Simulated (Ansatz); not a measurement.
# Calculations on SiH5

## 1. Relaxation

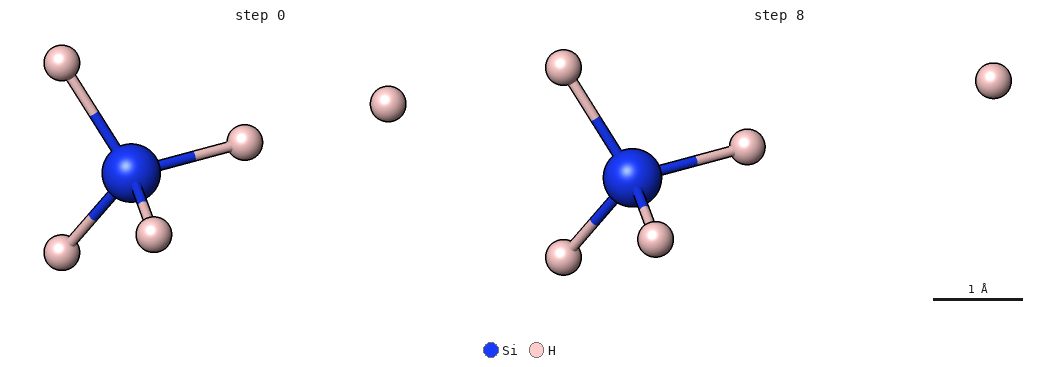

The structure of SiH5 (multiplicity 2) before (left) and after (right) a relaxation, at one scale.

The picture is a ball-and-stick view, seen at a tilt.

The run prepares an end point of a later path (reaction) calculation, from a guessed geometry.

Level of theory: UKS PBE0/def2-SVP (Ansatz 0.2.0). (collinear spin; force threshold 0.03 eV/Å; at most 50 steps)

Q: Describe what moved and what it gained.

A: Over 8 geometry steps the energy falls by 1.18 kcal/mol. The largest force component goes from 0.51 to 0.0039 eV/Å. An H atom moves most after the best rigid fit: 1.12 Å. Largest moves by element: H 1.12 Å, Si 0.23 Å. Among the contacts that change: H–Si 1.476 → 1.493 Å. The run took 10 s on 1 thread of Arm Neoverse V1 (shared host), peak memory 0.096 GiB.

## 2. Relaxation

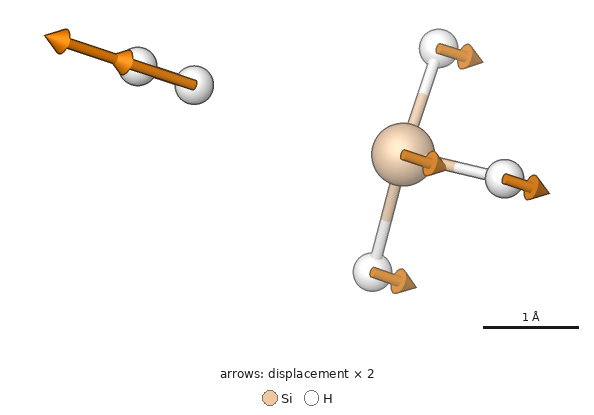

A relaxation of SiH5 (multiplicity 2). The starting structure is drawn; orange arrows show the displacements, 2 times their true length. The two geometries are superimposed by the best rigid fit.

Style: ball-and-stick. Shown at a tilt.

The run prepares an end point of a later path (reaction) calculation, from a guessed geometry.

All numbers below come from UKS PBE0/def2-SVP (Ansatz 0.2.0). Settings: collinear spin; force threshold 0.03 eV/Å; at most 50 steps.

### Which element moves most?

Hydrogen: up to 0.60 Å, against 0.29 Å for silicon.

### What did the optimiser do to the structure, and how much energy did it gain?

After 5 geometry steps the energy has fallen by 2.01 kcal/mol. The largest force component goes from 1.9 to 0.0076 eV/Å. An H atom moves most after the best rigid fit: 0.60 Å. Largest moves by element: H 0.60 Å, Si 0.29 Å. Some distances before and after: H–H 0.721 → 0.762 Å. Cost: 6.6 s on 1 thread of Arm Neoverse V1, with other jobs on the host, peak memory 0.097 GiB.

Limits of the set-up: the start holds two separate molecules, 2.7 Å apart at their closest, whose relative position is a soft coordinate and is computed without a dispersion correction.

## 3. Path

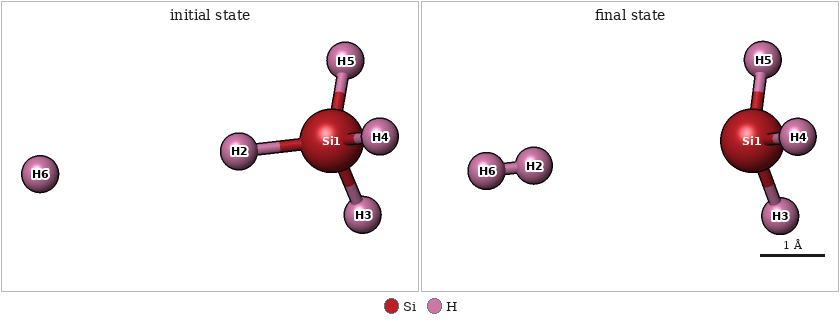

The two relaxed end points of a path for SiH₅ (multiplicity 2), made up at the start of SiH4 and H. Style: ball-and-stick. Shown at a tilt.

The calculation used Ansatz 0.2.0, UKS PBE0/def2-SVP.

Set-up: 7 movable images; climbing image; force threshold 0.03 eV/Å; iteration limit 60.

Start:
```xyz
6

Si    0.0003    0.0000   -0.2953
H     0.0001    0.0000    1.1975
H     1.4076    0.0000   -0.7928
H    -0.7032    1.2187   -0.7931
H    -0.7032   -1.2187   -0.7931
H    -0.0001    0.0000    4.3982
```

End:
```xyz
6

Si    0.0006    0.0000   -0.5892
H     0.0001    0.0000    2.9298
H     1.4254    0.0000   -1.0375
H    -0.7121    1.2340   -1.0366
H    -0.7121   -1.2340   -1.0366
H    -0.0005    0.0000    3.6916
```

Question: What barrier does the band find between them, and by what path?

Answer: Forward barrier 2.3 kcal/mol, backward barrier 13.4 kcal/mol, with image 3 at the top; the reaction energy is −11.2 kcal/mol. A hydrogen atom shifts from one atom to another. Breaking: Si1–H2 (1.49 → 1.56 at the top → 3.52 Å). Forming: H2–H6 (3.20 → 1.33 at the top → 0.76 Å). The band converged in 7 iterations. The largest component of the band force went from 2.5 to 0.028 eV/Å. The climbing image converged on the top of the path. Its vibrational analysis gives one imaginary mode (663i cm⁻¹), as a transition state must have.

Energies of the converged images:

| image | path (Å) | E (kcal/mol) |
| --- | --- | --- |
| 0 | 0.00 | 0.0 |
| 1 | 0.56 | 0.1 |
| 2 | 1.11 | 0.8 |
| 3 | 1.67 | 2.3 |
| 4 | 2.09 | -5.7 |
| 5 | 2.52 | -9.0 |
| 6 | 2.94 | -10.5 |
| 7 | 3.37 | -11.1 |
| 8 | 3.79 | -11.2 |

The geometry at the top of the path:

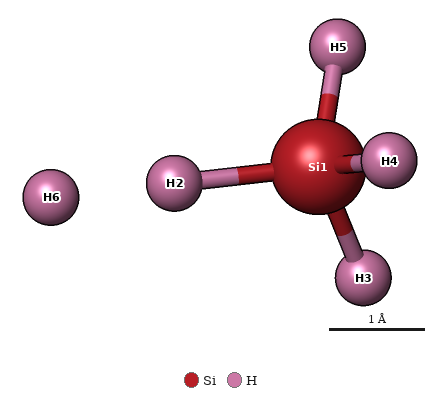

Limits of the set-up: the start holds two separate molecules, 3.2 Å apart at their closest, whose relative position is a soft coordinate and is computed without a dispersion correction.

The run took 56 s on 1 thread of Arm Neoverse V1, with other jobs on the host, peak memory 0.1 GiB.
